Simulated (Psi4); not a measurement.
# PBE0/6-31+G(d,p) (spherical functions, sweep point 5) run of NO2F (nitryl fluoride)

Aim: the vertical singlet–triplet gap of NO2F (nitryl fluoride) at PBE0/6-31+G** (spherical functions, sweep point 5), from 2 runs. 

Program for the calculation: Psi4 1.11.

**1. The system as given**

NO2F has 4 atoms, charge 0, and is taken as a singlet. As SMILES, `O=[N+]([O-])F`. The coordinates come from a GFN2-xTB relaxation.

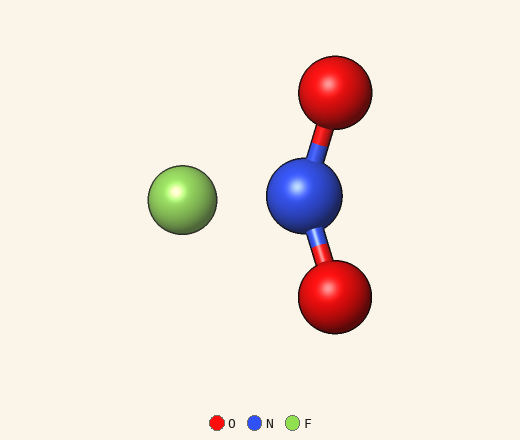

Viewed from a chosen angle; oxygen red, nitrogen blue, fluorine green.

**2. A single-point energy at PBE0/6-31+G(d,p) (spherical functions, sweep point 5)**

Input file fno2.inp:

```
memory 1600 MB

molecule geom {
  0 1
  O      0.188740     0.465950     1.115660
  N      0.109710    -0.098240     0.122020
  O      0.475520    -1.064170    -0.373030
  F     -0.773970     0.696460    -0.864650
  symmetry c1
}

set basis 6-31+G**
set puream true
set scf_type pk
set dft_radial_points 99
set dft_spherical_points 590

e_tot, wfn = energy('pbe0', return_wfn=True)
print_variables()
```

Run with:

```console
$ psi4 -n 1 fno2.inp fno2.out
```

fno2.out:

```text
[...]
  Running in c1 symmetry.
[...]
  Nuclear repulsion =  123.467880182532227
[...]
  Multiplicity = 1
[...]
  Nalpha       = 16
  Nbeta        = 16
[...]
    Number of basis functions: 72
[...]
   @RKS iter   1:  -304.45402515047141   -3.55413e-03   8.92692e-03 ADIIS/DIIS
[...]
   @RKS iter   9:  -304.59043989048183   -6.90954e-09   3.25999e-07 DIIS
[...]
    Orbital Energies [Eh]
    ---------------------
    Doubly Occupied:
       1A    -24.808397     2A    -19.368704     3A    -19.368664
       4A    -14.765281     5A     -1.421357     6A     -1.256389
       7A     -1.211954     8A     -0.733558     9A     -0.672701
      10A     -0.668183    11A     -0.630330    12A     -0.466192
      13A     -0.438948    14A     -0.431200    15A     -0.423730
      16A     -0.394467
[...]
  @RKS Final Energy:  -304.59043989048183
   => Energetics <=
    Nuclear Repulsion Energy =            123.4678801825322267
    One-Electron Energy =                -663.5508580345358496
    Two-Electron Energy =                 261.3572750130962845
    DFT Exchange-Correlation Energy =     -25.8647370515744655
    Empirical Dispersion Energy =           0.0000000000000000
    VV10 Nonlocal Energy =                  0.0000000000000000
    Total Energy =                       -304.5904398904818322
[...]
 Multipole Moments:
 ------------------------------------------------------------------------------------
     Multipole            Electronic (a.u.)      Nuclear  (a.u.)        Total (a.u.)
 ------------------------------------------------------------------------------------
 L = 1.  Multiply by 2.5417464519 to convert [e a0] to [Debye]
 Dipole X            :         -0.4012952            0.6963496            0.2950543
 Dipole Y            :          0.3616020           -0.6266305           -0.2650286
 Dipole Z            :         -0.4488749            0.7779552            0.3290803
 Magnitude           :                                                    0.5153552
[...]
```

Run time: 11 s. Hardware: 1 thread of AMD EPYC 7R43 (Zen 3), shared host; peak memory 0.7 GiB.

**3. The triplet at the same level**

Input file job.inp:

```
memory 1.6 GB

molecule {
  0 3
  O      0.188740     0.465950     1.115660
  N      0.109710    -0.098240     0.122020
  O      0.475520    -1.064170    -0.373030
  F     -0.773970     0.696460    -0.864650
  symmetry c1
}

set reference uks
set puream true
set scf_type pk
set dft_radial_points 99
set dft_spherical_points 590
set maxiter 150

energy_value, wavefunction = energy("pbe0/6-31+G**", return_wfn=True)
```

Run with:

```console
$ psi4 -n 1 job.inp job.out
```

job.out:

```text
[...]
  Running in c1 symmetry.
[...]
  Nuclear repulsion =  123.467880182532227
[...]
  Multiplicity = 3
[...]
  Nalpha       = 17
  Nbeta        = 15
[...]
    Number of basis functions: 72
[...]
   @UKS iter   1:  -304.32370838279405    1.26763e-01   6.07037e-03 ADIIS/DIIS
[...]
   @UKS iter  12:  -304.40370736288031   -2.28829e-08   7.06930e-07 DIIS
[...]
   @S^2 Observed:                2.028162283E+00
[...]
    Orbital Energies [Eh]
    ---------------------
    Alpha Occupied:
       1A    -24.829590     2A    -19.390455     3A    -19.390383
       4A    -14.665284     5A     -1.422789     6A     -1.268144
       7A     -1.226083     8A     -0.745998     9A     -0.685934
      10A     -0.682085    11A     -0.643518    12A     -0.507929
      13A     -0.472352    14A     -0.455983    15A     -0.452037
      16A     -0.443398    17A     -0.208856
    Alpha Virtual:
      18A     -0.061590    19A      0.036913    20A      0.081537
      21A      0.090181    22A      0.097356    23A      0.168901
      24A      0.189031    25A      0.191643    26A      0.215617
[...]
  @UKS Final Energy:  -304.40370736288031
   => Energetics <=
    Nuclear Repulsion Energy =            123.4678801825322267
    One-Electron Energy =                -663.4896550310545535
    Two-Electron Energy =                 261.5143296230017427
    DFT Exchange-Correlation Energy =     -25.8962621373597024
    Empirical Dispersion Energy =           0.0000000000000000
    VV10 Nonlocal Energy =                  0.0000000000000000
    Total Energy =                       -304.4037073628803114
[...]
 Multipole Moments:
 ------------------------------------------------------------------------------------
     Multipole            Electronic (a.u.)      Nuclear  (a.u.)        Total (a.u.)
 ------------------------------------------------------------------------------------
 L = 1.  Multiply by 2.5417464519 to convert [e a0] to [Debye]
 Dipole X            :         -0.4524068            0.6963496            0.2439428
 Dipole Y            :          0.4073947           -0.6266305           -0.2192358
 Dipole Z            :         -0.5053152            0.7779552            0.2726400
 Magnitude           :                                                    0.4265033
[...]
```

Wall time 19 s (1 thread of AMD EPYC 7R43 (Zen 3), shared host); peak memory 0.7 GiB.

**4. What came out**

At PBE0/6-31+G** (spherical functions, sweep point 5):

| quantity | value |
| --- | --- |
| singlet: total energy | -304.59044 Eh |
| singlet: dipole moment | 1.31 D |
| singlet: HOMO energy | -10.73 eV |
| singlet: LUMO energy | -2.63 eV |
| singlet: HOMO–LUMO gap | 8.11 eV |
| triplet: total energy | -304.40371 Eh |
| triplet: dipole moment | 1.08 D |
| triplet: HOMO energy (highest over α and β) | -5.68 eV |
| triplet: ⟨S²⟩ | 2.028 |
| vertical energy of the triplet above the singlet | 5.081 eV |

**Reading.** At this shape the triplet lies 5.08 eV (117 kcal/mol) above the singlet.
